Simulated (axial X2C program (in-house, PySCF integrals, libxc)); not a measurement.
# CuB⁺: properties at the nuclei

Aim: properties at the nuclei of CuB⁺, with spin–orbit coupling in the Hamiltonian from the start.

Method: two-component X2C with atomic mean-field terms, Cu dyall-cv3z, B dyall-v3z; program: an in-house X2C program for linear molecules on PySCF integrals.

All values are calculated.

### 1 Input

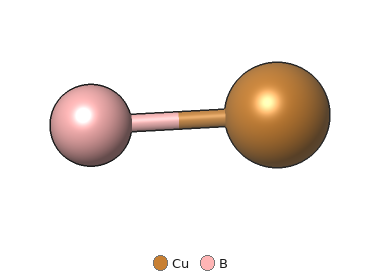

The two atoms at 1.970 Å (copper orange, boron pink).

The input, task.json:

```json
{"zs": [29, 5], "q": 1, "bas": ["dyall-cv3z", "dyall-v3z"], "r0": 1.97, "levels": ["PBE0", "HF", "B3LYP", "BP86", "LDA"], "nst": 3}
```

Keys: zs atomic numbers; q charge; bas basis sets; r0 starting distance in Å; levels methods (HF also brings MP2); nst determinants followed.

Started as:

```console
python soeom.py task.json out
```

After this run come: Expectation values, lowest determinant; Expectation values, a higher determinant.

What does the calculation give? Wanted: lowest determinant; Eeff magnitude; Ws magnitude Cu; A∥/gI Cu; qzz Cu; higher determinant (for each run or level that gives them).

As calculated:

| quantity | value |
| --- | --- |
| lowest determinant | Ω = 1/2 (excess of +ω over −ω: ω = 1/2) |
| Eeff magnitude (GV/cm), PBE0 | 0.611 |
| Ws magnitude Cu (kHz), PBE0 | 0.517 |
| A∥/gI Cu (MHz), PBE0 | 2210 |
| qzz Cu (a.u.), PBE0 | 0.18 |
| higher determinant | Ω = 3/2 (excess of +ω over −ω: ω = 3/2) |
| Eeff magnitude (GV/cm), PBE0, higher determinant | 0.335 |
| Ws magnitude Cu (kHz), PBE0, higher determinant | 0.0995 |
| A∥/gI Cu (MHz), PBE0, higher determinant | -195 |
| qzz Cu (a.u.), PBE0, higher determinant | 0.38 |

In the first state, the effective field runs from 0.354 to 0.782 GV/cm over the mean-field levels, so the levels don't agree on it. The expectation values come from single determinants, which for open shells can mix terms of unlike spin or miss the lowest Ω, so a determinant need not be a state. Eeff is the effective electric field on the electron dipole moment in this Ω state and Ws the scalar–pseudoscalar constant (defined with the proton number Z and per Ω); A∥ is the parallel hyperfine constant, which follows by multiplying with the nuclear g factor gI = μI/(I μN); qzz is the electric field gradient, eQq0 = 234.96 MHz × Q/barn × qzz. The operators were transformed with the bare-nucleus X2C matrices.
